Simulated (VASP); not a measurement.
Energy against volume of InSb (zinc blende). These are r2SCAN meta-GGA, VASP's PBE PAW potentials (set 64) (plane waves; VASP) values and carry that method's errors.

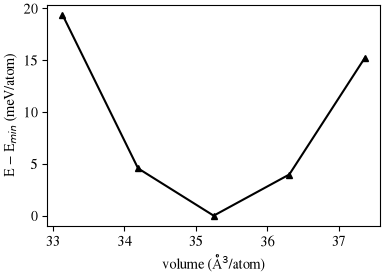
*Energy against volume*

**Question.** Estimate the equilibrium volume and the bulk modulus.

**Answer.** The minimum lies near 35.3 Å³/atom, and the curvature gives B0 of about 43 GPa.

Measured: bulk modulus 46.1 GPa at 0 K (computed value off by -6.1 %), as given by Daniel Mejia-Rodriguez et al., Physical Review B (2018), arXiv:1807.09216 [0 K value with the zero-point phonon effect removed]; a 6.468 Å at 0 K (computed value off by +1.4 %), as given by Daniel Mejia-Rodriguez et al., Physical Review B (2018), arXiv:1807.09216 [static lattice: zero-point anharmonic expansion removed].

The compound is InSb in the zinc blende structure. It was relaxed first.
